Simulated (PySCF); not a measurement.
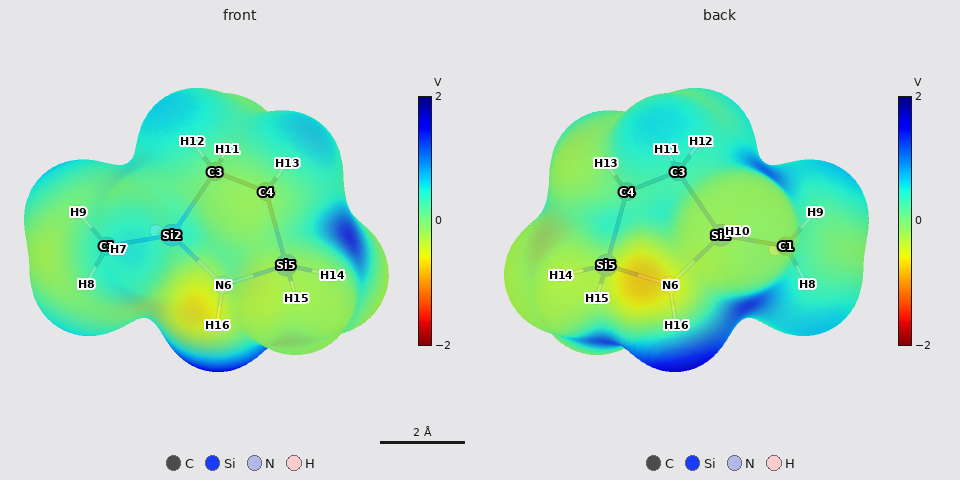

Figure 1: C$_{3}$H$_{10}$NSi$_{2}$ (doublet). The molecular electrostatic potential painted on the density surface at 0.002 e/bohr³, seen from the front and from behind; red is negative and blue positive.

Geometry: GFN2-xTB.

The calculation used UKS B3LYP, pcH-1 on C H N Si, non-relativistic, mean-field spin-orbit, GIAO in PySCF 2.14.0, density-fitted response routines.

```yaml
atoms:
  - { symbol: C, position_ang: [2.2882, 0.4817, -0.2682] }
  - { symbol: Si, position_ang: [0.7227, -0.5704, -0.4928] }
  - { symbol: C, position_ang: [-0.1744, -0.9122, 1.1661] }
  - { symbol: C, position_ang: [-1.3953, -0.0841, 1.2276] }
  - { symbol: Si, position_ang: [-2.0137, 0.6244, -0.3575] }
  - { symbol: N, position_ang: [-0.5705, 0.2620, -1.2718] }
  - { symbol: H, position_ang: [2.0757, 1.4123, 0.2495] }
  - { symbol: H, position_ang: [2.7216, 0.7310, -1.2316] }
  - { symbol: H, position_ang: [3.0430, -0.0525, 0.3001] }
  - { symbol: H, position_ang: [1.0475, -1.8226, -1.1989] }
  - { symbol: H, position_ang: [-0.4542, -1.9716, 1.1669] }
  - { symbol: H, position_ang: [0.4426, -0.7738, 2.0572] }
  - { symbol: H, position_ang: [-1.8249, 0.1155, 2.1982] }
  - { symbol: H, position_ang: [-3.1617, -0.0561, -0.9817] }
  - { symbol: H, position_ang: [-2.2555, 2.0758, -0.3431] }
  - { symbol: H, position_ang: [-0.4986, 0.5494, -2.2314] }
```

**Describe the electrostatic potential map.**

The most negative region (about −0.8 V) lies over N6, the most positive (about +1.6 V) over H16.
